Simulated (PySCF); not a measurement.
## Electronic structure of C6H11N3O (SMILES CCCn1nncc1OC) in real space

```xyz
21

C     2.7190    0.0838   -0.5345
C     1.7065    1.1130   -0.0492
C     0.9579    0.6254    1.1940
N     0.1151   -0.4980    0.8932
N     0.4755   -1.7633    1.1260
N    -0.4573   -2.5386    0.7331
C    -1.4695   -1.8117    0.2207
C    -1.1098   -0.4820    0.3136
O    -1.6892    0.6911   -0.0144
C    -2.9993    0.5834   -0.5293
H     2.2341   -0.8699   -0.7278
H     3.1980    0.4218   -1.4498
H     3.4867   -0.0760    0.2187
H     2.2143    2.0463    0.1994
H     0.9788    1.3256   -0.8351
H     1.6639    0.2928    1.9574
H     0.3272    1.4253    1.5921
H    -2.3542   -2.2718   -0.1654
H    -3.6686    0.1107    0.1955
H    -3.0100    0.0072   -1.4590
H    -3.3283    1.6018   -0.7250
```

Geometry: GFN2-xTB.

The calculation used PBE0/pcSseg-1, SCF density, gas phase, non-relativistic (PySCF 2.14.0).

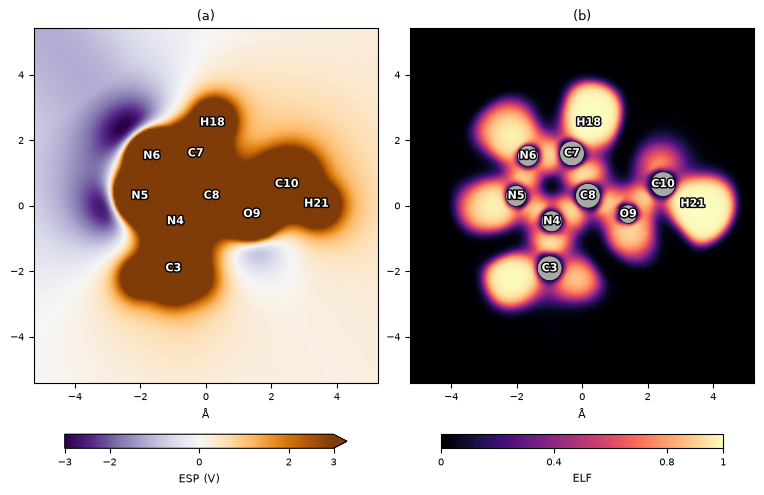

Figure 1. (a) electrostatic potential; (b) ELF on the plane of atoms N5, N6 and C7. Grey discs cover the atomic cores in the ELF map.

> Interpret the plot.

Atoms in the plane: C, N, O and H. N–N (1.27 Å): the ELF peaks at about 0.90 between the atoms: localised, covalent bonding. C–N (1.35 Å): the ELF peaks at about 0.90 between the atoms, as expected for localised, covalent bonding. C–O (1.35 Å): the ELF peaks at about 0.90 between the atoms: a shared but strongly polarised pair. C–C (1.38 Å): the ELF peaks at about 0.95 between the atoms (a covalent bond). C–H (1.07 Å): the ELF climbs to about 1 towards the hydrogen, as it does in any bond to H (an ordinary covalent bond to hydrogen). The ELF also peaks beside O9, N5 and N6, away from the bonds: lone-pair regions. Outside the dense part of the molecule the potential is most negative (−3.0 V) near N6.

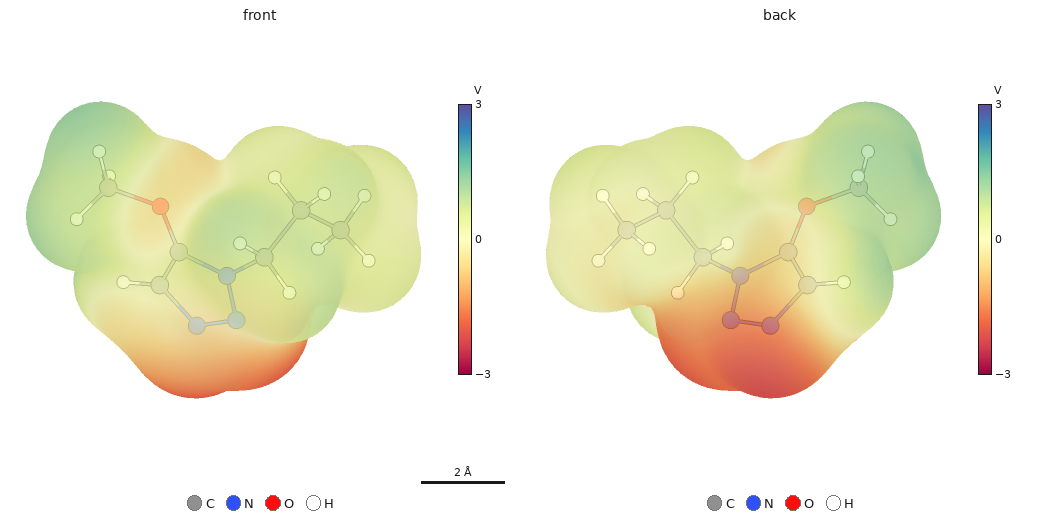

Figure 2. The molecular electrostatic potential painted on the density surface at 0.002 e/bohr³, seen from the front and from behind; red is negative and blue positive.

> Describe the electrostatic potential map.

The most negative region (about −2.2 V, or −51 kcal/mol for a unit charge) lies over N6, the most positive (about +1.3 V, or +30 kcal/mol for a unit charge) over C10 and H21. N6 is the likeliest acceptor of a hydrogen bond.

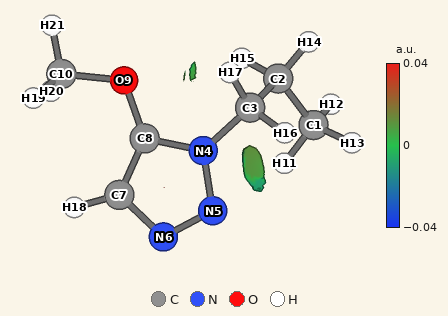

Figure 3. Non-covalent interaction (NCI) plot: the surface where the reduced density gradient is 0.4, for densities under 0.05 a.u., coloured by sign(λ₂)ρ; seen across its widest extent.

> Identify the weak interactions.

- Between H15 and C2 on one side and O9 and C8 on the other: a weak contact (green)
- Near H11, N4 and N5: mostly steric crowding (olive to red)
